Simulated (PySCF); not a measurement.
**C$_{4}$H$_{15}$FSi$_{3}$: density, localisation and related maps**

```xyz
23

C    -2.6031   -1.9057    0.0614
C    -2.5479   -0.4155   -0.2571
Si   -1.0695    0.4659    0.5629
C    -1.1037    2.3119    0.0328
F    -0.7368    2.4298   -1.2958
C     0.5785   -0.2940    0.0069
Si    2.1738    0.6500    0.4711
Si    4.0049   -0.6242   -0.1367
H    -1.7055   -2.4080   -0.2908
H    -2.6792   -2.0640    1.1345
H    -3.4625   -2.3750   -0.4144
H    -2.4983   -0.2872   -1.3405
H    -3.4828    0.0475    0.0643
H    -1.2106    0.4596    2.0293
H    -2.0909    2.7706    0.1175
H    -0.3924    2.9139    0.6007
H     0.5610   -0.4015   -1.0796
H     0.6447   -1.3070    0.4062
H     2.1152    0.9253    1.9176
H     2.1424    1.9619   -0.1870
H     4.1532   -0.7658   -1.5891
H     5.2697   -0.0684    0.3520
H     3.9350   -1.9933    0.3898
```

Geometry: GFN2-xTB.

The calculation used PySCF 2.14.0, PBE0/pcSseg-1, SCF density, gas phase, non-relativistic.

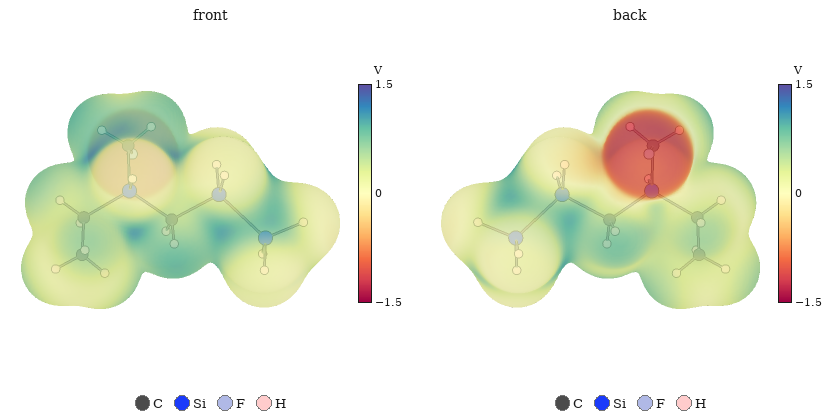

Figure 1. The electrostatic potential painted on the density surface at 0.002 e/bohr³, seen from the front and from behind; the colour scale runs from red (negative) to blue (positive).

Question: Which sites attract a positive test charge, and which a negative one?

Answer: A positive charge is drawn to the negative regions and a negative charge to the positive ones. The most negative region (about −1.2 V) lies over F5, the most positive (about +1.0 V) over Si3, C4, Si7 and Si8.

Question: What dipole moment does the calculation give?

Answer: Its dipole moment is 1.66 D.

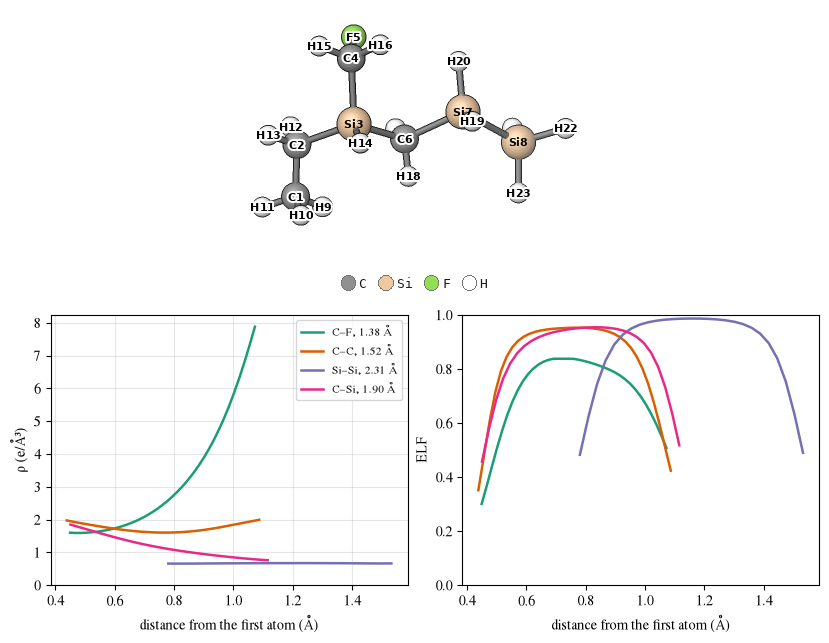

Figure 2. Total electron density and ELF along straight lines between neighbouring atoms. The curves leave out the atomic cores. The structure is drawn too.

Question: What can be read from the curves?

Answer: C–F (1.38 Å): the density is about 2 e/Å³ at the midpoint, with its minimum of 1.6 e/Å³ about 0.5 Å from C; the ELF peaks at about 0.85 between the atoms (a polar covalent bond).
C–C (1.52 Å): the density is about 1.6 e/Å³ at the midpoint; the ELF peaks at about 0.95 between the atoms; localised, covalent bonding.
Si–Si (2.31 Å): ρ at the midpoint is about 0.67 e/Å³; the ELF peaks at about 1 between the atoms: localised, covalent bonding.
C–Si (1.90 Å): ρ is about 0.9 e/Å³ halfway; the ELF peaks at about 0.95 between the atoms (localised, covalent bonding).
